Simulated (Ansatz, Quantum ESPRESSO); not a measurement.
# Tuning the work function of Mo(100), part 2 of 7

Which overlayers raise and which lower the work function of Mo(100), and does electronegativity predict it?

Quantum ESPRESSO 7.5; plane-wave DFT, PBE, GBRV ultrasoft pseudopotentials; geometry by Ansatz 0.2.0 with PAW datasets.

So far. Step 2 (Geometry from Ansatz, clean face): The relaxation lowers the energy by 27 meV an atom. Held were the atoms numbered 1, 2 and 3; the forces quoted are those on the free ones.

## 3. Ground state, clean face

Open boundaries by another road: assume_isolated = 'esm' with bc1, the slab centred on z = 0.

Level of this step: plane-wave DFT, PBE, GBRV ultrasoft pseudopotentials (Quantum ESPRESSO 7.5).

clean.esm.in

```
&control
  prefix = 'clean.esm'
  outdir = './out'
  pseudo_dir = './pseudo'
  calculation = 'scf'
  tprnfor = .true.
/
&system
  ibrav = 0
  nat = 5
  ntyp = 1
  ecutwfc = 40
  ecutrho = 200
  occupations = 'smearing'
  smearing = 'mv'
  degauss = 0.02
  assume_isolated = 'esm'
  esm_bc = 'bc1'
/
&electrons
  conv_thr = 1e-07
  mixing_beta = 0.4
  electron_maxstep = 120
  mixing_mode = 'local-TF'
/
ATOMIC_SPECIES
  Mo  95.9500  mo_pbe_v1.uspp.F.UPF
CELL_PARAMETERS angstrom
  3.15000000000000 0.00000000000000 0.00000000000000
  0.00000000000000 3.15000000000000 0.00000000000000
  0.00000000000000 0.00000000000000 22.30000000000000
ATOMIC_POSITIONS crystal
  Mo  0.000000000000 0.000000000000 -0.138491279485
  Mo  0.500000000000 0.500000000000 -0.067863476785
  Mo  0.000000000000 0.000000000000 0.002764325915
  Mo  0.500000000000 0.500000000000 0.076054192903
  Mo  -0.000000000000 0.000000000000 0.138491279485
K_POINTS automatic
  8 8 1 0 0 0
```

On the command line:

```
$ OMP_NUM_THREADS=1 mpirun -n 4 pw.x -nk 4 -in clean.esm.in > clean.esm.out
```

Output:

```text
Program PWSCF v.7.5 starts
[citation notice left out]

     Parallel version (MPI & OpenMP), running on       4 processor cores
     Number of MPI processes:                 4
     Threads/MPI process:                     1

     MPI processes distributed on     1 nodes
[...]
Current dimensions of program PWSCF are:
     Max number of different atomic species (ntypx) = 10
     Max number of k-points (npk) =  40000
     Max angular momentum in pseudopotentials (lmaxx) =  4
     Message from routine setup:
     using ibrav=0 with symmetry is DISCOURAGED, use correct ibrav instead

     K-points division:     npool     =       4
     Subspace diagonalization in iterative solution of the eigenvalue problem:
     a serial algorithm will be used

     G-vector sticks info
     --------------------
     sticks:   dense  smooth     PW     G-vecs:    dense   smooth      PW
     Sum         561     437    137                71213    50813    8887

     Using Slab Decomposition

     bravais-lattice index     =            0
     lattice parameter (alat)  =       5.9526  a.u.
     unit-cell volume          =    1493.2158 (a.u.)^3
     number of atoms/cell      =            5
     number of atomic types    =            1
     number of electrons       =        70.00
     number of Kohn-Sham states=           42
     kinetic-energy cutoff     =      40.0000  Ry
     charge density cutoff     =     200.0000  Ry
     scf convergence threshold =      1.0E-07
     mixing beta               =       0.4000
     number of iterations used =            8  local-TF  mixing
     Exchange-correlation= SLA  PW   PBE  PBE
                           (   1   4   3   4   0   0   0)

     Effective Screening Medium Method
     =================================
     Boundary Conditions: Vacuum-Slab-Vacuum
     total charge in unit cell        =   0.0000
     grid points for fit at edges     =        4

     celldm(1)=   5.952637  celldm(2)=   0.000000  celldm(3)=   0.000000
     celldm(4)=   0.000000  celldm(5)=   0.000000  celldm(6)=   0.000000

     crystal axes: (cart. coord. in units of alat)
               a(1) = (   1.000000   0.000000   0.000000 )
               a(2) = (   0.000000   1.000000   0.000000 )
               a(3) = (   0.000000   0.000000   7.079365 )

     reciprocal axes: (cart. coord. in units 2 pi/alat)
               b(1) = (  1.000000  0.000000  0.000000 )
               b(2) = (  0.000000  1.000000  0.000000 )
               b(3) = (  0.000000  0.000000  0.141256 )

     PseudoPot. # 1 for Mo read from file:
     ./pseudo/mo_pbe_v1.uspp.F.UPF
     Pseudo is Ultrasoft + core correction, Zval = 14.0
     Generated by new atomic code, or converted to UPF format
     Using radial grid of  889 points,  6 beta functions with:
                l(1) =   0
                l(2) =   0
                l(3) =   1
                l(4) =   1
                l(5) =   2
                l(6) =   2
     Q(r) pseudized with  6 coefficients,  rinner =    1.000   1.000   1.000
                                                       1.000   1.000

     atomic species   valence    mass     pseudopotential
     Mo               14.00    95.95000     Mo( 1.00)

      8 Sym. Ops. (no inversion) found

   Cartesian axes

     site n.     atom                  positions (alat units)
         1        Mo     tau(   1) = (   0.0000000   0.0000000  -0.9804303  )
         2        Mo     tau(   2) = (   0.5000000   0.5000000  -0.4804303  )
         3        Mo     tau(   3) = (   0.0000000   0.0000000   0.0195697  )
         4        Mo     tau(   4) = (   0.5000000   0.5000000   0.5384154  )
         5        Mo     tau(   5) = (   0.0000000   0.0000000   0.9804303  )

     number of k points=    15  Marzari-Vanderbilt smearing, width (Ry)=  0.0200
                       cart. coord. in units 2pi/alat
        k(    1) = (   0.0000000   0.0000000   0.0000000), wk =   0.0312500
        k(    2) = (   0.0000000   0.1250000   0.0000000), wk =   0.1250000
        k(    3) = (   0.0000000   0.2500000   0.0000000), wk =   0.1250000
        k(    4) = (   0.0000000   0.3750000   0.0000000), wk =   0.1250000
        k(    5) = (   0.0000000  -0.5000000   0.0000000), wk =   0.0625000
        k(    6) = (   0.1250000   0.1250000   0.0000000), wk =   0.1250000
        k(    7) = (   0.1250000   0.2500000   0.0000000), wk =   0.2500000
        k(    8) = (   0.1250000   0.3750000   0.0000000), wk =   0.2500000
        k(    9) = (   0.1250000  -0.5000000   0.0000000), wk =   0.1250000
        k(   10) = (   0.2500000   0.2500000   0.0000000), wk =   0.1250000
[...]
k(   15) = (  -0.5000000  -0.5000000   0.0000000), wk =   0.0312500

     Dense  grid:    71213 G-vectors     FFT dimensions: (  27,  27, 192)

     Smooth grid:    50813 G-vectors     FFT dimensions: (  24,  24, 180)

     Estimated max dynamical RAM per process >     124.02 MB

     Estimated total dynamical RAM >     443.94 MB

     Initial potential from superposition of free atoms

     starting charge      69.9947, renormalised to      70.0000

     negative rho (up, down):  4.602E-03 0.000E+00
     Starting wfcs are   65 randomized atomic wfcs

     total cpu time spent up to now is        1.1 secs

     per-process dynamical memory:    62.5 Mb

     Self-consistent Calculation

     iteration #  1     ecut=    40.00 Ry     beta= 0.40
     Davidson diagonalization with overlap
     ethr =  1.00E-02,  avg # of iterations =  1.1

     negative rho (up, down):  1.663E-03 0.000E+00

     total cpu time spent up to now is        2.6 secs

     total energy              =    -696.31185159 Ry
     estimated scf accuracy    <       3.25429900 Ry

     iteration #  2     ecut=    40.00 Ry     beta= 0.40
[...]
negative rho (up, down):  4.784E-04 0.000E+00

[...]
total energy              =    -696.34070907 Ry
     estimated scf accuracy    <       0.98566836 Ry

     iteration #  3     ecut=    40.00 Ry     beta= 0.40
[...]
negative rho (up, down):  3.230E-05 0.000E+00

[...]
total energy              =    -696.27139189 Ry
     estimated scf accuracy    <       0.54554791 Ry

     iteration #  4     ecut=    40.00 Ry     beta= 0.40
[...]
negative rho (up, down):  9.246E-06 0.000E+00

[...]
total energy              =    -696.31772054 Ry
     estimated scf accuracy    <       0.12623955 Ry

     iteration #  5     ecut=    40.00 Ry     beta= 0.40
[...]
negative rho (up, down):  1.769E-02 0.000E+00

[...]
total energy              =    -696.39843000 Ry
     estimated scf accuracy    <       0.03277791 Ry

     iteration # 11     ecut=    40.00 Ry     beta= 0.40
[...]
c_bands:  2 eigenvalues not converged
[...]
negative rho (up, down):  4.266E-03 0.000E+00

[...]
total energy              =    -696.39816957 Ry
     estimated scf accuracy    <       0.00587161 Ry

     iteration # 12     ecut=    40.00 Ry     beta= 0.40
[...]
c_bands:  2 eigenvalues not converged
     c_bands:  2 eigenvalues not converged
[...]
negative rho (up, down):  1.115E-02 0.000E+00

[...]
total energy              =    -696.39425141 Ry
     estimated scf accuracy    <       0.03228048 Ry

     iteration # 13     ecut=    40.00 Ry     beta= 0.40
[...]
c_bands:  1 eigenvalues not converged
     c_bands:  1 eigenvalues not converged
[...]
negative rho (up, down):  6.145E-03 0.000E+00

[...]
total energy              =    -696.39392671 Ry
     estimated scf accuracy    <       0.00424003 Ry

     iteration # 14     ecut=    40.00 Ry     beta= 0.40
[...]
negative rho (up, down):  8.603E-03 0.000E+00

[...]
total energy              =    -696.39135562 Ry
     estimated scf accuracy    <       0.00166485 Ry

[...]
iteration # 25     ecut=    40.00 Ry     beta= 0.40
[...]
negative rho (up, down):  4.449E-03 0.000E+00

[...]
total energy              =    -696.38681703 Ry
     estimated scf accuracy    <       0.00000188 Ry

     iteration # 26     ecut=    40.00 Ry     beta= 0.40
[...]
negative rho (up, down):  4.458E-03 0.000E+00

[...]
total energy              =    -696.38660436 Ry
     estimated scf accuracy    <       0.00000105 Ry

     iteration # 27     ecut=    40.00 Ry     beta= 0.40
[...]
negative rho (up, down):  4.475E-03 0.000E+00

[...]
total energy              =    -696.38656578 Ry
     estimated scf accuracy    <       0.00000135 Ry

     iteration # 28     ecut=    40.00 Ry     beta= 0.40
[...]
negative rho (up, down):  4.478E-03 0.000E+00

[...]
total energy              =    -696.38654323 Ry
     estimated scf accuracy    <       0.00000159 Ry

     iteration # 29     ecut=    40.00 Ry     beta= 0.40
[...]
negative rho (up, down):  4.494E-03 0.000E+00

[...]
total energy              =    -696.38653149 Ry
     estimated scf accuracy    <       0.00000089 Ry

     iteration # 30     ecut=    40.00 Ry     beta= 0.40
[...]
negative rho (up, down):  4.485E-03 0.000E+00

[...]
total energy              =    -696.38652851 Ry
     estimated scf accuracy    <       0.00000033 Ry

     iteration # 31     ecut=    40.00 Ry     beta= 0.40
[...]
negative rho (up, down):  4.494E-03 0.000E+00

[...]
total energy              =    -696.38652811 Ry
     estimated scf accuracy    <       0.00000012 Ry

     iteration # 32     ecut=    40.00 Ry     beta= 0.40
[...]
negative rho (up, down):  4.491E-03 0.000E+00

[...]
End of self-consistent calculation

          k = 0.0000 0.0000 0.0000 (  6321 PWs)   bands (ev):

   -65.1896 -64.9660 -64.8936 -64.7160 -64.5601 -39.4304 -39.3510 -39.3510
   -39.2150 -39.0873 -39.0873 -39.0870 -38.8376 -38.8376 -38.7199 -38.5014
   -38.5003 -38.5003 -38.3151 -38.3151 -10.4599  -9.0002  -8.8878  -8.7283
    -7.9986  -7.4948  -7.4146  -6.2410  -5.2039  -5.2039  -5.0166  -4.7324
    -4.7324  -4.1981  -4.1233  -4.0475  -4.0124  -4.0124  -4.0000  -2.7153
    -2.7086  -2.5921

          k = 0.0000 0.1250 0.0000 (  6350 PWs)   bands (ev):

   -65.1757 -64.9541 -64.8901 -64.7222 -64.5690 -39.4811 -39.4340 -39.3184
   -39.2053 -39.1653 -39.0626 -38.9923 -38.9419 -38.8354 -38.6097 -38.5824
   -38.5192 -38.4653 -38.3431 -38.3318 -10.1504  -8.7805  -8.7050  -8.4988
    -7.8850  -7.4622  -7.2599  -6.1644  -5.6220  -5.4550  -5.3758  -4.7554
    -4.6193  -4.5522  -4.5108  -3.9377  -3.7604  -3.4386  -3.3229  -3.2162
    -2.9550  -2.4024

          k = 0.0000 0.2500 0.0000 (  6334 PWs)   bands (ev):

   -65.1397 -64.9240 -64.8804 -64.7395 -64.5935 -39.6078 -39.5627 -39.2780
   -39.2287 -39.2148 -39.0104 -38.9947 -38.9423 -38.8327 -38.6269 -38.5721
   -38.5367 -38.4711 -38.4199 -38.3502  -9.3730  -8.5649  -8.3668  -7.8149
    -7.7593  -7.6089  -6.4163  -6.2863  -6.0973  -5.3148  -5.2665  -5.2352
    -4.9250  -4.8688  -4.6329  -3.5104  -3.3086  -3.2331  -3.1798  -3.0204
    -2.8259  -2.7777

          k = 0.0000 0.3750 0.0000 (  6340 PWs)   bands (ev):

   -65.0990 -64.8966 -64.8618 -64.7612 -64.6243 -39.7218 -39.6632 -39.3912
   -39.2578 -39.1089 -39.0416 -38.9440 -38.9043 -38.8426 -38.6411 -38.6241
   -38.5354 -38.5208 -38.4484 -38.3601  -8.8052  -8.7160  -8.1492  -7.5112
    -7.3046  -6.9243  -6.7551  -6.5782  -5.6427  -5.5074  -5.3513  -5.2543
    -4.8564  -4.2811  -4.0013  -3.8866  -3.4190  -3.2584  -3.0370  -2.6938
    -2.3161  -2.2614

          k = 0.0000-0.5000 0.0000 (  6344 PWs)   bands (ev):

   -65.0800 -64.8894 -64.8466 -64.7724 -64.6403 -39.7646 -39.7028 -39.4294
   -39.2900 -39.0713 -39.0334 -38.9308 -38.8696 -38.8453 -38.6771 -38.6181
   -38.5796 -38.5265 -38.4545 -38.3580  -8.8693  -8.7440  -7.9592  -7.3869
    -6.9157  -6.9109  -6.7656  -6.1939  -6.1456  -5.7579  -5.4441  -4.9415
    -4.8129  -4.0989  -4.0975  -3.5776  -3.2476  -2.8779  -2.8157  -2.4676
    -2.1867  -1.9668

          k = 0.1250 0.1250 0.0000 (  6353 PWs)   bands (ev):

   -65.1630 -64.9432 -64.8866 -64.7275 -64.5767 -39.4959 -39.4200 -39.4120
   -39.1936 -39.1399 -39.1316 -38.9955 -38.8872 -38.8703 -38.6300 -38.5509
   -38.5147 -38.5022 -38.3726 -38.3235  -9.8523  -8.4987  -8.4721  -8.3330
    -7.6597  -7.3281  -7.1741  -6.3949  -5.9010  -5.7797  -5.5402  -4.9756
    -4.6761  -4.5505  -4.3299  -4.1211  -3.6544  -3.4032  -3.1330  -3.0867
    -2.8388  -2.2644

[...]
the Fermi energy is    -3.9439 ev

!    total energy              =    -696.38653280 Ry
     estimated scf accuracy    <       0.00000006 Ry
     smearing contrib. (-TS)   =      -0.00166579 Ry
     internal energy E=F+TS    =    -696.38486700 Ry

     The total energy is F=E-TS. E is the sum of the following terms:
     one-electron contribution =    8378.18952729 Ry
     hartree contribution      =   -4209.95533789 Ry
     xc contribution           =     -96.46108944 Ry
     ewald contribution        =   -4768.15796696 Ry

     convergence has been achieved in  32 iterations

     negative rho (up, down):  4.491E-03 0.000E+00

     Forces acting on atoms (cartesian axes, Ry/au):

     atom    1 type  1   force =     0.00000000    0.00000000    0.04515451
     atom    2 type  1   force =     0.00000000    0.00000000   -0.03420051
     atom    3 type  1   force =     0.00000000    0.00000000   -0.00985867
     atom    4 type  1   force =     0.00000000    0.00000000    0.00031131
     atom    5 type  1   force =     0.00000000    0.00000000   -0.00142448

     Total force =     0.057515     Total SCF correction =     0.001495

[...]
=------------------------------------------------------------------------------=
   JOB DONE.
=------------------------------------------------------------------------------=
[...]
```

Elapsed: 66 s, on 4 MPI ranks of Arm Neoverse V2, shared host; peak memory 0.65 GiB; 4.4 min of CPU time.

This step gave:

* free energy: -9474.8215 eV
* Fermi energy: -3.944 eV
* vacuum line at the lower end of the cell, over the Fermi level: 3.980 eV
* vacuum line at the upper end of the cell, over the Fermi level: 3.908 eV

The potential energy, planar mean oscillates, so the rows of the table below give means over windows of 1.62 Å about each position, cut where the curve ends. Its maxima inside the range that stand out by 2 % of the span (Å: eV): -2.3: -7.97, -0.7: -8.47, 0.9: -7.57, 2.4: -12.1. Its minima: -3.1: -23.3, -1.5: -24.0, 0.1: -23.9, 1.7: -24.2, 3.0: -23.7.

Electrostatic potential energy of an electron; zero at the Fermi level. The potential energy, planar mean by z; means over each step:

| z (Å) | potential energy, planar mean (eV) |
| --- | --- |
| -10.34 | 3.98 |
| -8.72 | 3.98 |
| -7.10 | 3.97 |
| -5.48 | 3.63 |
| -3.86 | -7.04 |
| -2.24 | -16.0 |
| -0.62 | -16.4 |
| 1.00 | -15.6 |
| 2.62 | -18.3 |
| 4.24 | -1.37 |
| 5.86 | 3.76 |
| 7.48 | 3.90 |
| 9.10 | 3.91 |
| 10.72 | 3.91 |

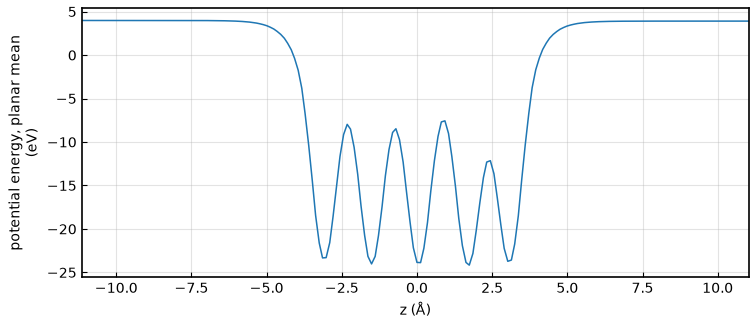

Potential energy, planar mean, plotted against z.

The vacuum levels are read from the outermost 0.7 Å of the cell on either side.

The run needed 32 iterations to bring the estimated error under 1e-07 Ry; the largest force on any atom, held or free, is 1.16 eV/Å.

Inside the slab this potential holds the local part of the pseudopotentials, which can be repulsive at the nuclei; only its value in the vacuum has a meaning of its own.

(Continued in part 3 of 7.)

[Logs are printed without paths, hosts, clocks, repeated set-up lines and the standing remarks that a program may print on its own settings, such as how far it seeks lower states.]

[Hosts, paths, dates, database ids (printed as entryN), source tags and the programs' standing remarks are cut or masked in the printed files.]

[Maps of the electrostatic potential energy from Ansatz leave out the sawtooth potential of an applied field or a dipole correction, so their vacuum need not be flat; planar profiles and work functions include it.]
